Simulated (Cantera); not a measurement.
Charge: 1 mol Ta2O5, 15 mol CO, 15 mol H2, held at 195 Torr.

These are equilibrium values from Cantera (NASA tables, ideal gas, pure condensed phases), not measurements of a reactor. Candidate condensed phases: C, C6H6, C7H8, C8H18, H2O, Ta, TaC, Ta2O5; 113 gas species. Mutual solubility and eutectic melting of coexisting phases are not modelled. TaC: taken at fixed stoichiometry. Condensed phases not in the tables: Ta2C, N, O or C dissolved in the metal. The numbers say what is thermodynamically allowed, not how fast it happens.

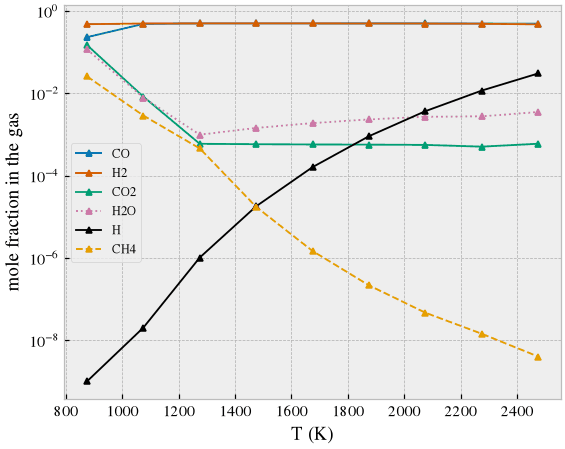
Figure. Equilibrium gas composition (values under 1e-9 drawn at 1e-9)

**Question.** Read off the mole fractions at 875 K.

**Answer.** H2 about 0.48, CO about 0.23, CO2 about 0.15, H2O about 0.12, CH4 about 0.026.
